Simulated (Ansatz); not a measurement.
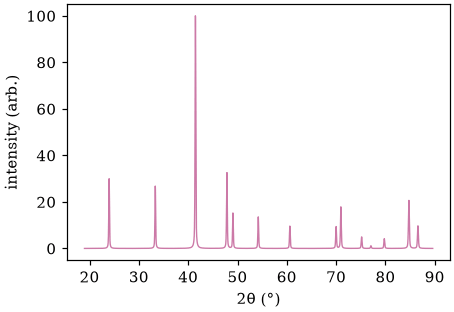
Simulated powder pattern, Cu Kα, λ = 1.54184 Å

The pattern belongs to a structure relaxed with DFT-PBEsol in the program Ansatz with PAW potentials.

Question: Which compound is it?
A) ZrB2, P6/mmm (Zr on 1a, B on 2d)
B) CsBr, CsCl type
C) FePt, L1₀ or tetragonal B2
D) NaI, rock salt

Answer: C, FePt, L1₀ or tetragonal B2

Space group P4/mmm (L1₀ or tetragonal B2). The cell was relaxed with PBEsol under the symmetry of its start. Magnetic state: ferromagnetic, chosen from 5 collinear starts compared on coarse meshes (ties went to the first, and starts can fall back to one state), not a proven ground state. Textbook magnetic order: ferromagnetic. Scalar-relativistic: spin–orbit coupling is off unless named, which matters more the heavier the elements.

Potentials: the later of the program's two PAW sets.
